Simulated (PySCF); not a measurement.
C₇H₁₁ (SMILES C=C[C](C=C)CC) (doublet)

```xyz
18

C     2.4660    1.2581    0.1119
C     1.1546    1.2019    0.4322
C     0.2969    0.0760    0.4061
C     0.7360   -1.1966   -0.0264
C    -0.0073   -2.3204   -0.1153
C    -1.1365    0.2910    0.7915
C    -2.0068    0.5215   -0.4500
H     3.0302    0.4009   -0.2096
H     3.0074    2.1856    0.1707
H     0.6884    2.1277    0.7522
H     1.7738   -1.2676   -0.3221
H    -1.0462   -2.3591    0.1597
H     0.4236   -3.2394   -0.4722
H    -1.2168    1.1629    1.4444
H    -1.5156   -0.5728    1.3403
H    -1.6584    1.3952   -0.9966
H    -1.9544   -0.3384   -1.1131
H    -3.0439    0.6800   -0.1620
```

Geometry: GFN2-xTB.

Method: UKS B3LYP, pcH-1 on C H, non-relativistic, mean-field spin-orbit, GIAO (PySCF 2.14.0, density-fitted response routines).

**What will maps of the electron density, electron localisation function and spin density show?**

C–C (1.35 Å): ρ is about 2.2 e/Å³ halfway; the ELF peaks at about 0.95 between the atoms: a covalent bond.
C–H (1.08 Å): the density is about 2 e/Å³ at the midpoint; the ELF climbs to about 1 towards the hydrogen, as it does in any bond to H: a covalent bond by its length.
C–C (1.41 Å): the density is about 2 e/Å³ at the midpoint; the ELF peaks at about 0.95 between the atoms: localised, covalent bonding.
C–C (1.50 Å): the density is about 1.7 e/Å³ at the midpoint; the ELF peaks at about 0.95 between the atoms, as expected for localised, covalent bonding.
The unpaired spin (1 electron) lies mostly on C3 (about 0.3), C1 (about 0.3) and C5 (about 0.3), in electrons by Hirshfeld's partition.

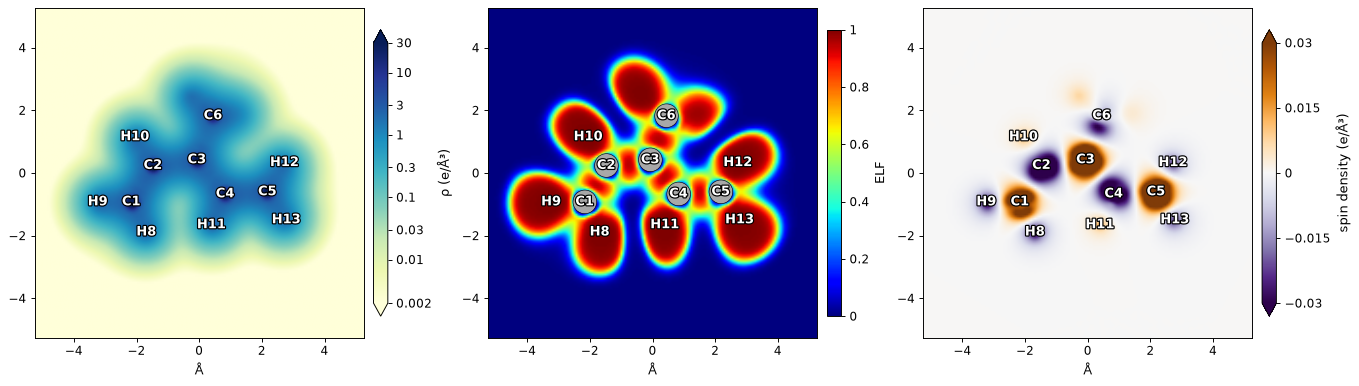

Computed electron density, electron localisation function and spin density on the plane of atoms C2, C3 and C4, in this order. Grey discs cover the atomic cores in the ELF map. 
